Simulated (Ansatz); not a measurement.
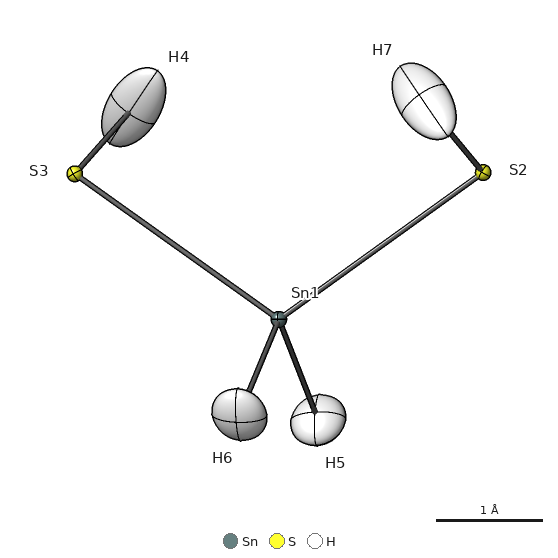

Displacement ellipsoids at the 50 % level, from the internal vibrations of the free molecule (harmonic, no overall translation or rotation; no half-axis is drawn under 0.075 Å). Vibrations computed with RKS PBE0-D4/def2-TZVP, core potentials on Sn (Ansatz 0.2.0). Temperature: 0 K (zero-point motion alone).

### Which atom has the largest mean-square displacement?

H4, H7, with U_eq = 0.0474 Å².

### Does H7 move more along its bond or across it?

Across it: the root-mean-square amplitude is 0.081 Å along the bond and up to 0.331 Å across, since bending and torsion are softer than stretching.

Give the displacement parameters, one line for each set of equivalent atoms.

```tsv
atom	U_eq (Å²)	rms amplitudes (Å)
Sn1	0.00016	0.005, 0.010, 0.019
S2, S3	0.0011	0.011, 0.032, 0.047
H4, H7	0.0473	0.080, 0.161, 0.331
H5, H6	0.0236	0.092, 0.172, 0.181
```
